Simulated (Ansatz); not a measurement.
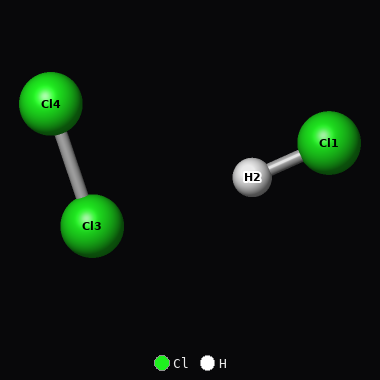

The system is the pair ClH···Cl₂; the picture shows the reference structure. 
- The turn is about an axis along (0.98, −0.21, 0.02) in the frame of the relaxed pair, normal to the line between the partners.
- First axis: distance Cl3···Cl1. Second axis: turn of Cl1, H2 about its own atom Cl1.
- The grid has 11 × 10 points.
- Points are written as (first, second).
- Energies: cm⁻¹, counted from the lowest grid point.
- The calculation used RKS PBE0-D4/def2-TZVPD in Ansatz.

Its coordinates:

```xyz
4

Cl    0.1605    0.4856   -2.2188
H     0.0004   -0.1283   -1.1031
Cl   -0.2599   -1.0628    1.2527
Cl    0.0990    0.7056    2.0691
```

Range: distance Cl3···Cl1 from 3.212 to 5.812 Å; turn of Cl1, H2 about its own atom Cl1 from −180 to 144°.

What will the energy surface look like?

The lowest grid point is at (3.933 Å, 0°). Other grid points that lie below all their neighbours: (3.694 Å, −180°) (270 cm⁻¹ higher). The highest grid point, (3.212 Å, −36°), lies 1560 cm⁻¹ above the lowest.

```tsv
second ↓, first →	3.212	3.316	3.486	3.694	3.933	4.198	4.484	4.791	5.115	5.456	5.812
144	735	558	398	330	333	372	421	465	500	525	543
108	1049	790	542	412	378	398	437	477	509	532	549
72	1072	802	542	405	370	392	433	475	508	532	549
36	1265	870	492	299	253	288	350	413	463	499	524
0	1345	755	236	14	0	85	197	299	379	438	480
−36	1560	1030	517	242	159	186	256	333	398	449	486
−72	907	636	383	263	249	294	357	416	463	498	523
−108	996	737	492	370	346	375	421	465	500	526	544
−144	721	545	388	325	332	375	425	470	505	530	547
−180	494	379	288	270	303	359	415	463	499	525	542
```

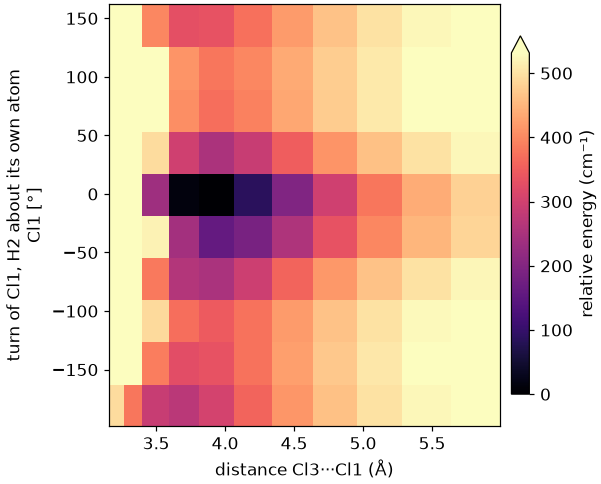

In the figure: one coloured cell a grid point, one colour for all values above the top of the scale.

Each point was launched as `ansatz run input.yaml --threads 1 --pin off --max-ram 2560MiB --backend cpu --events-out ev --progress --plain --runs-dir out`. Time for the 110 points that were run: 7.9 min on 1 thread of Arm Neoverse V2, on a shared host.
